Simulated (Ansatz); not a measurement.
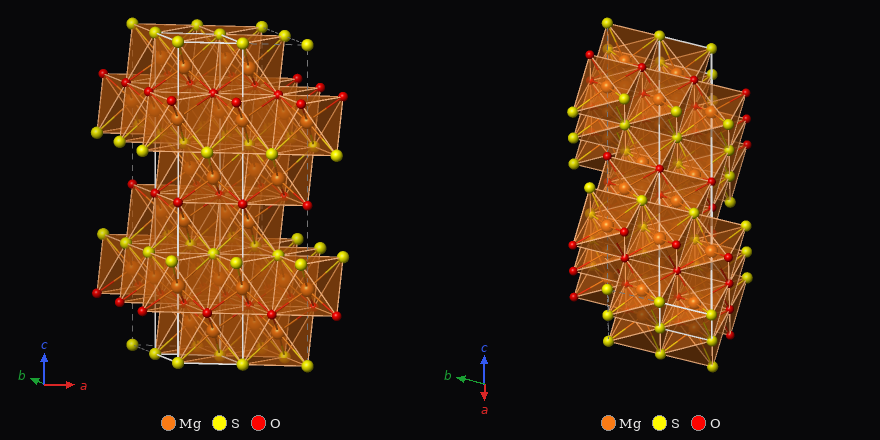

Polyhedra are drawn about Mg (bonds: Mg–O below 2.6 Å and Mg–S below 2.8 Å); other atoms are plain spheres. Two views of the same piece.

The compound is Mg₂SO (space group R-3m, No. 166), taken as the end point of a relaxation with Ansatz 0.2.0, DFT PBE, scalar-relativistic, plane waves, PAW; the starting structure was generated, so it need not be a known form of this composition.

> What figure surrounds each Mg atom, and what does it share with the other drawn polyhedra?

Mg: MgS3O3 octahedron, sharing edges with twelve neighbours and corners with six neighbours.

> How do these polyhedra hang together as a whole?

They form a three-dimensional framework of corner- and edge-sharing octahedra.

> How far apart are the centres of linked polyhedra?

Centre to centre across a shared edge: 3.08 to 3.71 Å; across a shared corner: 4.56 to 5.01 Å.
